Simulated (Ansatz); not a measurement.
Base system: WC (space group P-6m2, No. 187; a = 2.899 Å, c = 2.827 Å; relaxed with 0.1 eV smearing). Axes: x lies along a and z along c of the hexagonal cell.

Structures relaxed with Ansatz (a quantum-chemistry and plane-wave program), PBEsol, PAW, cutoff 420 eV, no spin-orbit coupling.

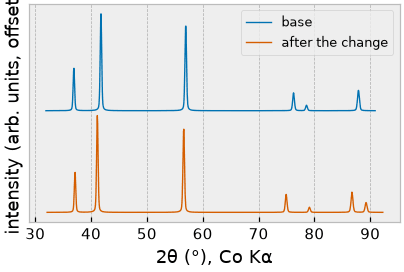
Figure: Simulated powder patterns before (top) and after one change

**Question.** Name the change that was made.
A) biaxial strain +0.50 %, plane normal [001], relaxed out of plane
B) biaxial strain +1.50 %, plane normal [001], relaxed out of plane
C) biaxial strain +1.00 %, plane normal [001], relaxed out of plane
D) biaxial strain +2.00 %, plane normal [001], relaxed out of plane

**Answer.** B, biaxial strain +1.50 %, plane normal [001], relaxed out of plane. Its volume per atom is 10.54 Å³ against 10.29 Å³, and its space group is P-6m2 (No. 187).

No phonon test of stability was made. The final runs are not spin-polarised.
